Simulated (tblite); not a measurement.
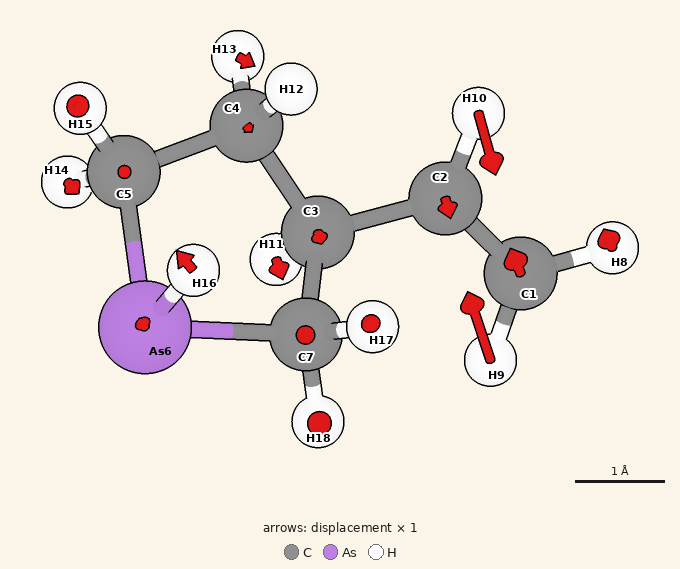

A relaxation of C6H11As. The starting structure is drawn; red arrows show the displacements, at their true length. The two geometries are superimposed by the best rigid fit.

The picture is a ball-and-stick view, seen at a tilt.

Method: GFN2-xTB geometry optimisation, gas phase in tblite 0.8.0. 

### Atoms of which element are displaced furthest, and by how much?

Hydrogen: up to 1.16 Å, against 0.45 Å for carbon.

### What happened in the run?

The atom that moves furthest after the best rigid fit is H9 (1.16 Å). By element the largest moves are H 1.16 Å, C 0.45 Å, As 0.18 Å. Among the contacts that change: As6–H16 1.563 → 1.515 Å, C1–C2 1.354 → 1.320 Å, C5–As6 1.956 → 1.986 Å, C5–H15 1.120 → 1.092 Å. Bond angles that change, for instance: C3–C2–H10 120.9° → 115.1°, C1–C2–C3 120.7° → 124.6°, H8–C1–H9 119.2° → 116.1°. Groups turn about C2–C3 by about 45°. The energy falls by 5.13 kcal/mol in 98 geometry steps. Cost: 1.1 s on 1 thread of Arm Neoverse N1, with other jobs on the host.
